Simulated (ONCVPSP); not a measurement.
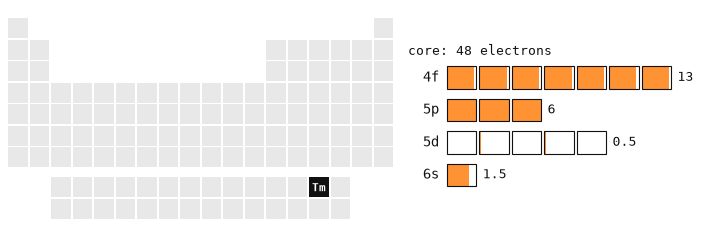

Figure 1. Left, the place of thulium in the periodic table; right, the valence shells of the reference configuration: a box for each of the 2l + 1 orbitals, shaded by the share of the shell that is filled, with the electron count at the right. The shells are those of the unaltered input.

## Run report: Tm, pseudopotential generation (part 1 of 2)

System: thulium (Tm, Z = 69), core [Kr] 4d10 5s2, reference valence 4f13 5p6 5d0.5 6s1.5, valence charge 21. (This line and the method describe the unaltered input from which the odd one was made.)
Method: ONCV potential, LDA (Perdew-Wang 92), fully relativistic, made with ONCVPSP 4.0.1.

### The input
```
# ATOM AND REFERENCE CONFIGURATION
# atsym  z   nc   nv     iexc    psfile
  Tm 69.00   10    4  -001012      upf
#
#   n    l    f
    1    0    2.00
    2    0    2.00
    2    1    6.00
    3    0    2.00
    3    1    6.00
    3    2   10.00
    4    0    2.00
    4    1    6.00
    4    2   10.00
    5    0    2.00
    4    3   13.00
    5    1    6.00
    5    2    0.50
    6    0    1.50
#
# PSEUDOPOTENTIAL AND OPTIMIZATION
# lmax
    3
#
#   l,   rc,      ep,       ncon, nbas, qcut
    0    3.25    0.00    3    7    1.60
    1    1.35    0.00    4    7    5.20
    2    3.75    0.00    3    8    3.90
    3    1.30    0.00    4    9   11.80
#
# LOCAL POTENTIAL
# lloc, lpopt,  rc(5),   dvloc0
    4    5    1.15   60.00
#
# VANDERBILT-KLEINMAN-BYLANDER PROJECTORs
# l, nproj, debl
    0    2    2.10
    1    2    1.40
    2    2    2.60
    3    2    0.60
#
# MODEL CORE CHARGE
# icmod, fcfact, rcfact
    1    0.20    0.00
#
# LOG DERIVATIVE ANALYSIS
# epsh1, epsh2, depsh
   -2.00    5.00    0.02
#
# OUTPUT GRID
# rlmax, drl
    6.00    0.01
#
# TEST CONFIGURATIONS
# ncnf
    4
# nvcnf
#   n    l    f
    4
    4    3   13.00
    5    1    6.00
    5    2    0.00
    6    0    2.00
#
    4
    4    3   13.00
    5    1    6.00
    5    2    0.00
    6    0    1.00
#
    4
    4    3   13.00
    5    1    6.00
    5    2    0.00
    6    0    0.00
#
    4
    4    3   13.00
    5    1    6.00
    5    2    1.00
    6    0    1.00
#
```

Hardware: 1 CPU thread, shared host.

Command:
```bash
oncvpspr.x < Tm.dat > Tm.out
```

### Output (extracts)
```
ONCVPSP  (Optimized Norm-Conservinng Vanderbilt PSeudopotential)
relativistic version 4.0.1

#   n    l    f        energy (Ha)
    1    0    2.00    -2.1743286D+03
    2    0    2.00    -3.6666209D+02
    2    1    6.00    -3.1360572D+02    -3.4958872D+02
    3    0    2.00    -8.2375500D+01
    3    1    6.00    -6.7254829D+01    -7.4850352D+01
    3    2   10.00    -5.2716638D+01    -5.4378031D+01
    4    0    2.00    -1.6197102D+01
    4    1    6.00    -1.1450106D+01    -1.3172441D+01
    4    2   10.00    -6.1531684D+00    -6.4665054D+00
    5    0    2.00    -1.9520349D+00
    4    3   13.00    -9.2028037D-02    -1.3607248D-01
    5    1    6.00    -9.2319307D-01    -1.1345078D+00
    5    2    0.50    -2.9510662D-02    -3.6084595D-02
    6    0    1.50    -1.4653723D-01

Reference configufation results
  iterations    45
  all-electron total energy (Ha)   -1.35736426D+04

Begin loop to  construct optimized pseudo wave functions
and semi-local pseudopoentials for all angular momenta

   Wellstate for l =  0  n =  9 kap= -1
     eigenvalue =   1.9535
     asymptotic potential =   2.4535
     half-point radius =  6.1951

Calculating optimized projector #   1

 for l=   0

    Fraction of norm inside rc  0.348915
    Optimizing pswf for qcut=   1.61 a_B^-1,  ecut=   1.29 Ha
    Residual kinetic energy error=  3.30D-03 Ha

    Energy error per electron        Cutoff
         Ha          eV             Ha
         0.01000     0.27211        0.71
         0.00100     0.02721        3.34
         0.00010     0.00272       12.46
         0.00001     0.00027       23.98

Calculating optimized projector #   2

 for l=   0

    Fraction of norm inside rc  0.168224
    Optimizing pswf for qcut=   1.61 a_B^-1,  ecut=   1.29 Ha
    Residual kinetic energy error=  3.73D-01 Ha

    Energy error per electron        Cutoff
         Ha          eV             Ha
         0.01000     0.27211        6.46
         0.00100     0.02721       16.75
         0.00010     0.00272       26.25
         0.00001     0.00027       51.79

   Wellstate for l =  1  n =  6 kap= -2
     eigenvalue =   0.4768
     asymptotic potential =   0.9768
     half-point radius =  3.5467

Calculating optimized projector #   1

 for l=   1

    Fraction of norm inside rc  0.423537
    Optimizing pswf for qcut=   5.20 a_B^-1,  ecut=  13.52 Ha
    Residual kinetic energy error=  1.45D-02 Ha

    Energy error per electron        Cutoff
         Ha          eV             Ha
         0.01000     0.27211       15.20
         0.00100     0.02721       64.26
         0.00010     0.00272       79.49
         0.00001     0.00027       98.94

Calculating optimized projector #   2

 for l=   1

    Fraction of norm inside rc  0.095667
    Optimizing pswf for qcut=   5.20 a_B^-1,  ecut=  13.52 Ha
    Residual kinetic energy error=  5.86D-03 Ha

    Energy error per electron        Cutoff
         Ha          eV             Ha
         0.01000     0.27211       10.72
         0.00100     0.02721       32.12
         0.00010     0.00272       98.19
         0.00001     0.00027      116.59

   Wellstate for l =  1  n =  6 kap=  1
     eigenvalue =   0.2655

Calculating optimized projector #   1

 for l=   1

    Fraction of norm inside rc  0.516314
    Optimizing pswf for qcut=   5.20 a_B^-1,  ecut=  13.52 Ha
    Residual kinetic energy error=  1.67D-02 Ha

    Energy error per electron        Cutoff
         Ha          eV             Ha
         0.01000     0.27211       16.93
         0.00100     0.02721       68.70
         0.00010     0.00272       82.54
         0.00001     0.00027      112.43

Calculating optimized projector #   2

 for l=   1

    Fraction of norm inside rc  0.094151
    Optimizing pswf for qcut=   5.20 a_B^-1,  ecut=  13.52 Ha
    Residual kinetic energy error=  5.88D-03 Ha

    Energy error per electron        Cutoff
         Ha          eV             Ha
         0.01000     0.27211        7.60
         0.00100     0.02721       30.86
         0.00010     0.00272       73.42
         0.00001     0.00027      113.94

   Wellstate for l =  2  n =  9 kap= -3
     eigenvalue =   2.5705
     asymptotic potential =   3.0705
     half-point radius =  6.3406

Calculating optimized projector #   1

 for l=   2

    Fraction of norm inside rc  0.567295
    Optimizing pswf for qcut=   3.89 a_B^-1,  ecut=   7.58 Ha
    Residual kinetic energy error=  4.58D-07 Ha

    Energy error per electron        Cutoff
         Ha          eV             Ha
         0.01000     0.27211        3.57
         0.00100     0.02721        4.85
         0.00010     0.00272        5.86
         0.00001     0.00027        6.71

Calculating optimized projector #   2

 for l=   2

    Fraction of norm inside rc  0.224541
    Optimizing pswf for qcut=   3.89 a_B^-1,  ecut=   7.58 Ha
    Residual kinetic energy error=  5.08D-04 Ha

    Energy error per electron        Cutoff
         Ha          eV             Ha
         0.01000     0.27211        5.88
         0.00100     0.02721        7.30
         0.00010     0.00272       20.68
         0.00001     0.00027       40.10

   Wellstate for l =  2  n =  9 kap=  2
     eigenvalue =   2.5639

Calculating optimized projector #   1

 for l=   2

    Fraction of norm inside rc  0.618122
    Optimizing pswf for qcut=   3.89 a_B^-1,  ecut=   7.58 Ha
    Residual kinetic energy error=  5.98D-07 Ha

    Energy error per electron        Cutoff
         Ha          eV             Ha
         0.01000     0.27211        3.71
         0.00100     0.02721        4.95
         0.00010     0.00272        5.98
         0.00001     0.00027        6.81

Calculating optimized projector #   2

 for l=   2

    Fraction of norm inside rc  0.228240
    Optimizing pswf for qcut=   3.89 a_B^-1,  ecut=   7.58 Ha
    Residual kinetic energy error=  5.60D-04 Ha

    Energy error per electron        Cutoff
         Ha          eV             Ha
         0.01000     0.27211        5.95
         0.00100     0.02721        7.37
         0.00010     0.00272       21.46
         0.00001     0.00027       41.57

   Wellstate for l =  3  n =  5 kap= -4
     eigenvalue =   0.5080
     asymptotic potential =   1.0080
     half-point radius =  5.8925

Calculating optimized projector #   1

 for l=   3

    Fraction of norm inside rc  0.865906
    Optimizing pswf for qcut=  11.81 a_B^-1,  ecut=  69.69 Ha
    Residual kinetic energy error=  6.02D-04 Ha

    Energy error per electron        Cutoff
         Ha          eV             Ha
         0.01000     0.27211       59.47
         0.00100     0.02721       67.68
         0.00010     0.00272      242.21

Calculating optimized projector #   2

 for l=   3

    Fraction of norm inside rc  0.021251
    Optimizing pswf for qcut=  11.81 a_B^-1,  ecut=  69.69 Ha
    Residual kinetic energy error=  2.73D-05 Ha

    Energy error per electron        Cutoff
         Ha          eV             Ha
         0.01000     0.27211       46.75
         0.00100     0.02721       57.71
         0.00010     0.00272       65.67
         0.00001     0.00027       84.59

   Wellstate for l =  3  n =  5 kap=  3
     eigenvalue =   0.4639

Calculating optimized projector #   1

 for l=   3

    Fraction of norm inside rc  0.877950
    Optimizing pswf for qcut=  11.81 a_B^-1,  ecut=  69.69 Ha
    Residual kinetic energy error=  5.27D-04 Ha

    Energy error per electron        Cutoff
         Ha          eV             Ha
         0.01000     0.27211       59.60
         0.00100     0.02721       67.41
         0.00010     0.00272      193.91

Calculating optimized projector #   2

 for l=   3

    Fraction of norm inside rc  0.018610
    Optimizing pswf for qcut=  11.81 a_B^-1,  ecut=  69.69 Ha
    Residual kinetic energy error=  2.69D-05 Ha

    Energy error per electron        Cutoff
         Ha          eV             Ha
         0.01000     0.27211       46.41
         0.00100     0.02721       57.53
         0.00010     0.00272       65.58
         0.00001     0.00027       84.21

Construct Vanderbilt / Kleinmman-Bylander projectors

B matrix Hermiticity error, ll=  0  kap= -1
   1   2    6.3246D-05

  Orthonormal projector coefficients -6.7388E+01  1.2581E+00

B matrix Hermiticity error, ll=  1  kap= -2
   1   2    1.6838D-04

  Orthonormal projector coefficients  5.6432E+01 -2.5019E+01

B matrix Hermiticity error, ll=  1  kap=  1
   1   2    2.0782D-04

  Orthonormal projector coefficients  5.5985E+01 -2.5820E+01

B matrix Hermiticity error, ll=  2  kap= -3
   1   2   -7.2340D-05

  Orthonormal projector coefficients -3.4568E+01 -5.1221E-01

B matrix Hermiticity error, ll=  2  kap=  2
   1   2   -7.9793D-05

  Orthonormal projector coefficients -3.2220E+01 -5.2346E-01

B matrix Hermiticity error, ll=  3  kap= -4
   1   2    7.5281D-05

  Orthonormal projector coefficients -6.0381E+01 -2.1405E+01

B matrix Hermiticity error, ll=  3  kap=  3
   1   2    7.7487D-05

  Orthonormal projector coefficients -6.0479E+01 -2.1467E+01

 Orthonormal scalar projector coefficients, l =  1
  5.5809E+01 -2.5277E+01  4.7185E-01 -7.2807E-03

 Orthonormal spin-orbit projector coefficients, l =  1
  7.4361E+00 -7.1172E+00  9.1390E-01 -4.0080E-01

 Orthonormal scalar projector coefficients, l =  2
 -3.3628E+01 -5.1678E-01 -9.2247E-04 -1.1832E-04

 Orthonormal spin-orbit projector coefficients, l =  2
 -9.6474E-01  2.0728E-02  1.2940E-02 -3.2579E-03

 Orthonormal scalar projector coefficients, l =  3
 -6.0423E+01 -2.1431E+01 -1.1748E-04 -1.4115E-06

 Orthonormal spin-orbit projector coefficients, l =  3
  5.1058E-02 -2.5975E-02  2.1472E-02 -8.3778E-04

Model core correction analysis
  based on d2Exc/dn_idn_j

d2excae - all-electron derivatives

   -1.672223D-02   -7.107964D-03   -1.582415D-03   -9.690522D-04
   -7.107924D-03   -1.601869D-02   -5.559686D-03   -2.495817D-03
   -1.582380D-03   -5.559630D-03   -7.628663D-03   -8.169509D-03
   -9.689626D-04   -2.495585D-03   -8.167980D-03   -1.079916D-02

d2excps - pseudofunction derivatives with no core correction

   -3.643046D-02   -1.336278D-02   -1.938566D-03   -1.147779D-03
   -1.336267D-02   -2.407319D-02   -7.608317D-03   -3.935795D-03
   -1.938456D-03   -7.608148D-03   -1.113664D-02   -1.075114D-02
   -1.147607D-03   -3.935401D-03   -1.074865D-02   -1.272380D-02

rms 2nd derivative error    5.988144E-03

Polynomial model core charge

d2excps - pseudofunction derivatives with core correction

   -3.249369D-02   -1.169131D-02   -1.769740D-03   -1.064434D-03
   -1.169125D-02   -2.112416D-02   -7.016964D-03   -3.694718D-03
   -1.769638D-03   -7.016757D-03   -1.079870D-02   -1.056094D-02
   -1.064265D-03   -3.694311D-03   -1.055846D-02   -1.258996D-02

rms 2nd derivative error    4.668494E-03

Pseudoatom total energy -168.736402

Diagnostic tests using Vanderbilt-Kleinman-Bylander pseudopotentials
  relativistic with J = L +/- 1/2 projectors

   l  kap   rcore       rmatch      e in        delta e    norm test   slope test

   0  -1   3.2608210   3.3598266  -0.1465372   0.0000315   1.0000940   1.0050637
   0  -1   3.2608210   3.3598266   1.9534628   0.0003365   1.0000662   1.0000662

   1  -2   1.3533926   1.3944845  -0.9231931  -0.0000155   1.0001140   1.0002035
   1   1   1.3533926   1.3944845  -1.1345078   0.0000114   1.0001415   1.0001539
   1  -2   1.3533926   1.3944845   0.4768069   0.0000156   1.0003153   1.0003153
   1   1   1.3533926   1.3944845   0.4207590   0.0000221   1.0003244   1.0003244

   2  -3   3.7642503   3.8785411  -0.0295107  -0.0000032   0.9999830   0.9998891
   2   2   3.7642503   3.8785411  -0.0360846  -0.0000034   0.9999853   0.9998961
   2  -3   3.7642503   3.8785411   2.5704893   0.0002257   1.0068234   1.0068234
   2   2   3.7642503   3.8785411   2.5612194   0.0002865   1.0001547   1.0001547

   3  -4   1.3056775   1.3453207  -0.0920280  -0.0000064   1.0003680   1.0004027
   3   3   1.3056775   1.3453207  -0.1360725   0.0000117   1.0003986   1.0003370
   3  -4   1.3056775   1.3453207   0.5079720  -0.0000001   1.0005025   1.0005025
   3   3   1.3056775   1.3453207   0.5066049   0.0000013   1.0005097   1.0005097

Diagnostic tests using Vanderbilt-Kleinman-Bylander pseudopotentials
  relativistic with scalar and spin-orbit non-local projectors

   l  kap   rcore       rmatch      e in        delta e    norm test   slope test

   0  -1   3.2608210   3.3598266  -0.1465372   0.0000315   1.0000940   1.0050637
   0  -1   3.2608210   3.3598266   1.9534628   0.0003365   1.0000662   1.0000662

   1  -2   1.3533926   1.3944845  -0.9231931   0.0003849   1.0001928   1.0021556
   1   1   1.3533926   1.3944845  -1.1345078   0.0004748   1.0001861   1.0011405
   1  -2   1.3533926   1.3944845   0.4768069   0.0008083   1.0003592   1.0003592
   1   1   1.3533926   1.3944845   0.4207590   0.0007253   1.0003879   1.0003879

   2  -3   3.7642503   3.8785411  -0.0295107   0.0001401   0.9998664   1.0042431
   2   2   3.7642503   3.8785411  -0.0360846   0.0001642   0.9996869   1.0035130
   2  -3   3.7642503   3.8785411   2.5704893   0.0003855   1.0068122   1.0068122
   2   2   3.7642503   3.8785411   2.5612194   0.0004364   1.0002594   1.0002594

   3  -4   1.3056775   1.3453207  -0.0920280  -0.0000061   1.0003680   1.0004030
   3   3   1.3056775   1.3453207  -0.1360725   0.0000120   1.0003987   1.0003372
   3  -4   1.3056775   1.3453207   0.5079720   0.0000001   1.0005026   1.0005026
   3   3   1.3056775   1.3453207   0.5066049   0.0000015   1.0005098   1.0005098

Ghost test for J = L + 1/2

 Testing for bound ghosts
   n   l    E NL Schr. Eq   E Basis Diag.   E Cutoff

       0                       -2.658326     17.55  WARNING - GHOST(-)
   1   0       -0.146506       -0.104512     17.55

   2   1       -0.923209       -0.918887    120.96

   3   2       -0.029514       -0.025163     24.28

   4   3       -0.092034       -0.087642    289.80

 Testing for highly-localized positive-energy ghosts
       l    <radius>/rc     E Basis Diag.   E Cutoff

Ghost test for J = L - 1/2

 Testing for bound ghosts
   n   l    E NL Schr. Eq   E Basis Diag.   E Cutoff

       0                       -2.658326     17.55  WARNING - GHOST(-)
   1   0       -0.146506       -0.104512     17.55

   2   1       -1.134496       -1.132250    120.96

   3   2       -0.036088       -0.029585     24.28

   4   3       -0.136061       -0.132164    289.80

 Testing for highly-localized positive-energy ghosts
       l    <radius>/rc     E Basis Diag.   E Cutoff

       1        0.945654      126.603131    120.96  WARNING - GHOST(+)

Test configuration 0

   n   l kap    f        eae           eps        diff
   1   0  -1  2.0000-2174.32863699
   2   0  -1  2.0000 -366.66208833
   2   1  -2  4.0000 -313.60572215
   2   1   1  2.0000 -349.58872341
   3   0  -1  2.0000  -82.37549968
   3   1  -2  4.0000  -67.25482904
   3   1   1  2.0000  -74.85035218
   3   2  -3  6.0000  -52.71663798
   3   2   2  4.0000  -54.37803138
   4   0  -1  2.0000  -16.19710240
   4   1  -2  4.0000  -11.45010623
   4   1   1  2.0000  -13.17244128
   4   2  -3  6.0000   -6.15316838
   4   2   2  4.0000   -6.46650540
   5   0  -1  2.0000   -1.95203490
   4   3  -4  7.4286   -0.09202804   -0.09203439   -6.36E-06
   4   3   3  5.5714   -0.13607248   -0.13606077    1.17E-05
   5   1  -2  4.0000   -0.92319307   -0.92320858   -1.55E-05
   5   1   1  2.0000   -1.13450781   -1.13449640    1.14E-05
   5   2  -3  0.3000   -0.02951066   -0.02951390   -3.23E-06
   5   2   2  0.2000   -0.03608460   -0.03608796   -3.37E-06
   6   0  -1  1.5000   -0.14653723   -0.14650569    3.15E-05

    Total energies and differences
      AE_ref= -1.35736426E+04  AE_tst= -1.35736426E+04  dif=  0.00E+00
      PS_ref= -1.68736402E+02  PS_tst= -1.68736402E+02  dif= -8.39E-08
      PSP excitation error=  8.39E-08

Test configuration 1

   n   l kap    f        eae           eps        diff
   1   0  -1  2.0000-2174.33748581
   2   0  -1  2.0000 -366.67204428
   2   1  -2  4.0000 -313.61566725
   2   1   1  2.0000 -349.59861345
   3   0  -1  2.0000  -82.38507895
   3   1  -2  4.0000  -67.26441143
   3   1   1  2.0000  -74.85994621
   3   2  -3  6.0000  -52.72633118
   3   2   2  4.0000  -54.38773489
   4   0  -1  2.0000  -16.20700094
   4   1  -2  4.0000  -11.46014908
   4   1   1  2.0000  -13.18238087
   4   2  -3  6.0000   -6.16341075
   4   2   2  4.0000   -6.47670450
   5   0  -1  2.0000   -1.96412326
   4   3  -4  7.4286   -0.10262773   -0.10062434    2.00E-03
   4   3   3  5.5714   -0.14668426   -0.14466661    2.02E-03
   5   1  -2  4.0000   -0.93416203   -0.93196354    2.20E-03
   5   1   1  2.0000   -1.14599649   -1.14362672    2.37E-03
   5   2  -3  0.0000   -0.03250763   -0.03250763    0.00E+00
   5   2   2  0.0000   -0.03968167   -0.03968167    0.00E+00
   6   0  -1  2.0000   -0.14824414   -0.14804089    2.03E-04

    Total energies and differences
      AE_ref= -1.35736426E+04  AE_tst= -1.35736990E+04  dif= -5.64E-02
      PS_ref= -1.68736402E+02  PS_tst= -1.68793421E+02  dif= -5.70E-02
      PSP excitation error=  5.85E-04

Test configuration 2

   n   l kap    f        eae           eps        diff
   1   0  -1  2.0000-2174.58571012
   2   0  -1  2.0000 -366.91914082
   2   1  -2  4.0000 -313.86287695
   2   1   1  2.0000 -349.84594474
   3   0  -1  2.0000  -82.63072590
   3   1  -2  4.0000  -67.51006641
   3   1   1  2.0000  -75.10567667
   3   2  -3  6.0000  -52.97212925
   3   2   2  4.0000  -54.63356504
   4   0  -1  2.0000  -16.45323018
   4   1  -2  4.0000  -11.70666938
   4   1   1  2.0000  -13.42868762
   4   2  -3  6.0000   -6.41020995
   4   2   2  4.0000   -6.72342803
   5   0  -1  2.0000   -2.21434173
   4   3  -4  7.4286   -0.34994147   -0.34659303    3.35E-03
   4   3   3  5.5714   -0.39405005   -0.39067976    3.37E-03
   5   1  -2  4.0000   -1.18342715   -1.18070537    2.72E-03
   5   1   1  2.0000   -1.39583522   -1.39272443    3.11E-03
   5   2  -3  0.0000   -0.24753842   -0.24753842    0.00E+00
   5   2   2  0.0000   -0.25813996   -0.25813996    0.00E+00
   6   0  -1  1.0000   -0.34696514   -0.34699390   -2.88E-05
```

(Continued in part 2.) Outcome of the run: generated, with a ghost state; the input is odd on purpose.
